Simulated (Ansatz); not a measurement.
## Electronic structure of ClF$_{2}$H$_{2}$NZr···HF in real space

```xyz
9

Zr    0.1680    0.0002   -0.0731
Cl    0.2554   -0.0115    2.4138
N     2.0496    0.0018   -0.7190
H     2.6212   -0.8277   -0.8717
H     2.6072    0.8305   -0.9197
F    -0.5222    1.6340   -0.7353
F    -0.5333   -1.6283   -0.7395
F    -2.7184    0.0017    1.2339
H    -2.2843   -0.0007    2.0516
```

Core potentials replace the inner electrons of Zr; not at a stationary point (largest force 1.2 eV/Å).

These are results of Ansatz 0.2.0, RKS PBE0-D4/def2-SVP, not measurements.

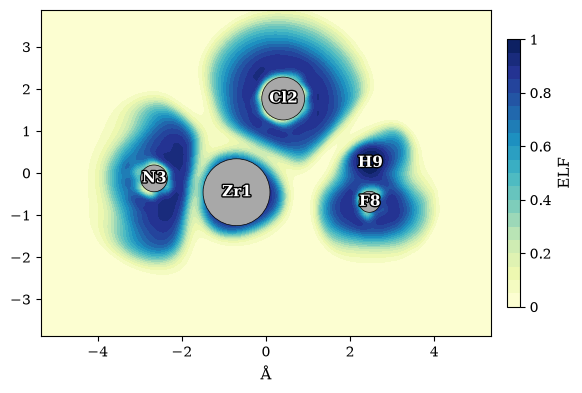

Figure 1. ELF on the plane of atoms Cl2, Zr1 and N3. Grey discs cover the atomic cores.

**Interpret the plot.**

- The section cuts through Zr, Cl, N, F and H sites.
- Zr1···F8 (3.17 Å): the ELF dips to about 0 between them.
- Zr–N (1.99 Å): the ELF peaks at about 0.90 in the valence shell of N, 0.6 Å from its nucleus, and drops to about 0.35 between the two atoms.
- Zr–Cl (2.49 Å): the ELF peaks at about 0.85 in the valence shell of Cl, 0.9 Å from its nucleus, and is about 0.35 at the midpoint.
- F–H (0.93 Å): the ELF climbs to about 1 towards the hydrogen, as it does in any bond to H: an ordinary covalent bond to hydrogen.
- The ELF also peaks beside F8, away from the bonds: lone-pair regions.

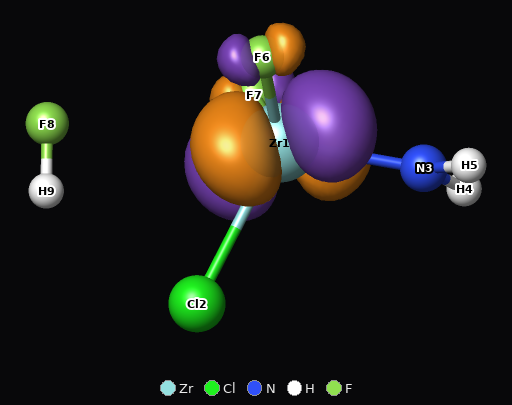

Figure 2. The LUMO at ±0.2 Å⁻³ᐟ² (orange and purple are the two phases), seen across its widest extent.

**What is the character of this orbital?**

Its weight (Hirshfeld) is mainly on Zr1 (about 75 %), F6 (about 5 %) and F7 (about 5 %). Its energy is −1.40 eV.

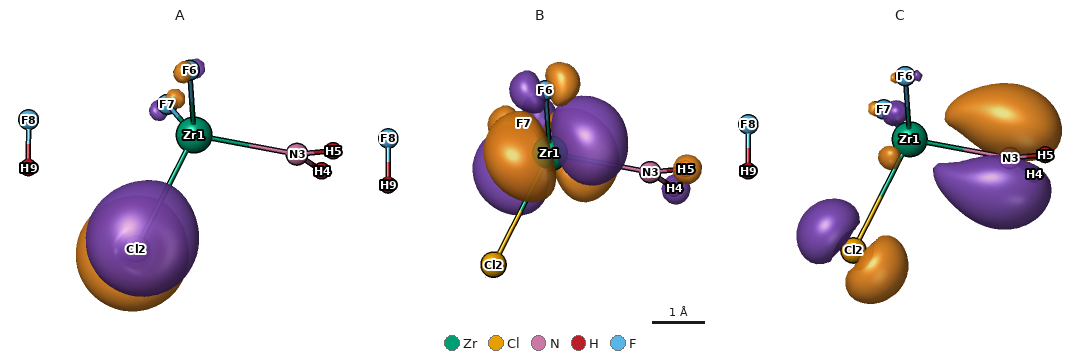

Figure 3. Three frontier orbitals at ±0.15 Å⁻³ᐟ² (orange and purple are the two phases), in no order.

**Which picture is the HOMO−1, the HOMO and the LUMO?**

A is the HOMO−1 (−9.06 eV). It lies mainly on Cl2 (about 90 %); largely a lone pair of Cl2. C is the HOMO (−8.35 eV). Its weight (Hirshfeld) is mainly on N3 (about 60 %), Cl2 (about 20 %) and Zr1 (about 15 %). B is the LUMO (−1.40 eV). It lies mainly on Zr1 (about 75 %), F6 (about 5 %) and F7 (about 5 %).

**What is the HOMO–LUMO gap?**

6.95 eV between the orbital energies.
